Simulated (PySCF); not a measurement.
## Electronic structure of C8H5ClO2S in real space

The calculation's input:

```
{"job": {"kind": "nmr", "xc": "PBE0", "basis": "pcSseg-1"}, "charge": 0, "multiplicity": 1}
C     -2.087116    -2.221237     0.840777
C     -1.157156    -1.514280     0.564368
C     -0.031218    -0.735072     0.221981
C      1.244105    -1.296210     0.110268
C      2.320211    -0.503761    -0.245656
C      2.155322     0.851074    -0.501578
C      0.895547     1.419860    -0.397610
C     -0.165491     0.623752    -0.031302
S     -1.770067     1.365162     0.105339
O     -2.446991     0.956436     1.291914
O     -1.690303     2.758023    -0.196742
Cl    -2.741382     0.486932    -1.457965
H     -2.923842    -2.804088     1.087951
H      1.373817    -2.350356     0.301348
H      3.300633    -0.948127    -0.329125
H      3.000851     1.459060    -0.781961
H      0.716081     2.464862    -0.591919
```

Command:

```sh
OMP_NUM_THREADS=1 python probes_run.py task.json out
```

Geometry: GFN2-xTB.

Level of theory: PBE0/pcSseg-1, SCF density, gas phase, non-relativistic in PySCF 2.14.0.

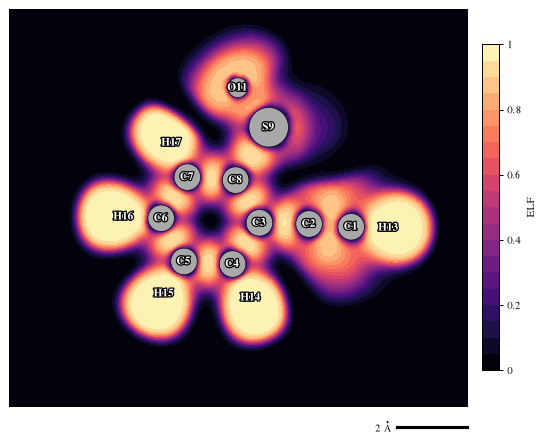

Figure 1. Electron localisation function on the plane of atoms C2, C3 and C8. Grey discs cover the atomic cores.

### Interpret the plot.

Atoms in the plane: C, S, O and H.
C–C (1.20 Å): the ELF peaks at about 0.85 between the atoms (a multiple bond).
S–O (1.43 Å): the ELF peaks at about 0.80 between the atoms (a short, strongly polar bond).
C–S (1.77 Å): the ELF peaks at about 0.95 between the atoms, as expected for localised, covalent bonding.
C–H (1.05 Å): the ELF climbs to about 1 towards the hydrogen, as it does in any bond to H (a covalent bond by its length).
C–C (1.38 Å): the ELF peaks at about 0.95 between the atoms: localised, covalent bonding.
The ELF also peaks beside O11, away from the bonds: lone-pair regions.

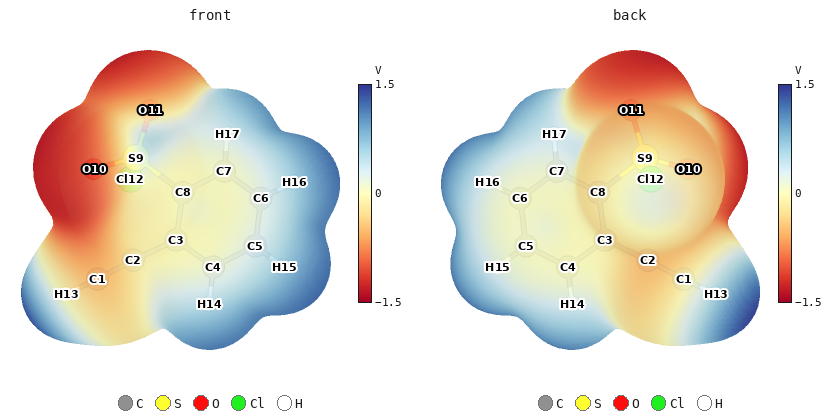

Figure 2. The molecular electrostatic potential painted on the density surface at 0.001 e/bohr³, seen from the front and from behind; red is negative and blue positive.

### Which sites attract a positive test charge, and which a negative one?

A positive charge is drawn to the negative regions and a negative charge to the positive ones. The most negative region (about −1.3 V) lies over O10 and O11, the most positive (about +1.4 V) over H13. Cl12 shows a σ-hole: about +0.2 V at the tip opposite its bond, against about −0.4 V on its flanks.

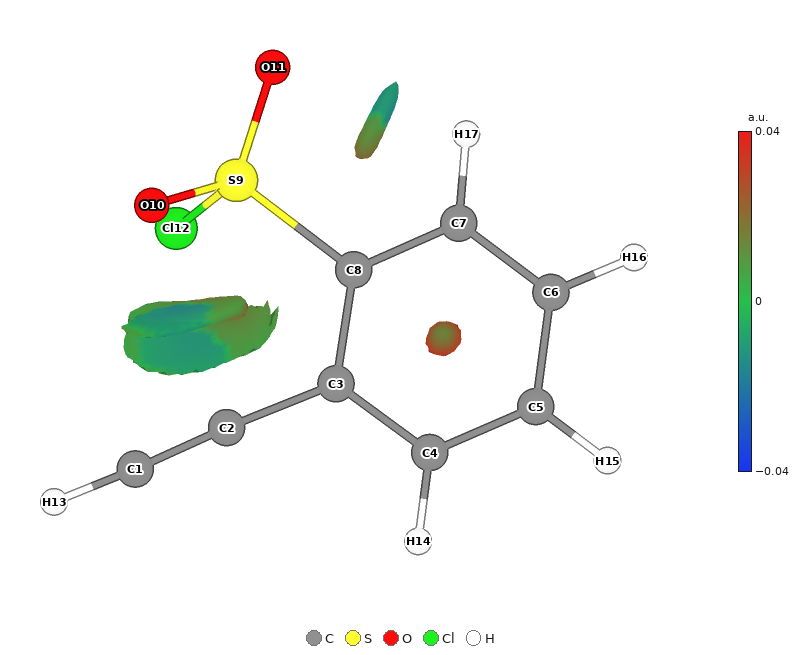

Figure 3. Non-covalent interaction (NCI) plot: the surface where the reduced density gradient is 0.6, for densities under 0.05 a.u., coloured by sign(λ₂)ρ; seen across its widest extent.

### Identify the weak interactions.

- Between C2 and C3 on one side and S9 on the other: a weak contact, attractive (blue-green) on one side and crowded (olive to red) on the other
- Between H17 and C7 on one side and O11 on the other: a weak contact, attractive (blue-green) on one side and crowded (olive to red) on the other
- Inside the ring or cage of C3, C4, C5, C6, C7 and C8: steric crowding (red)
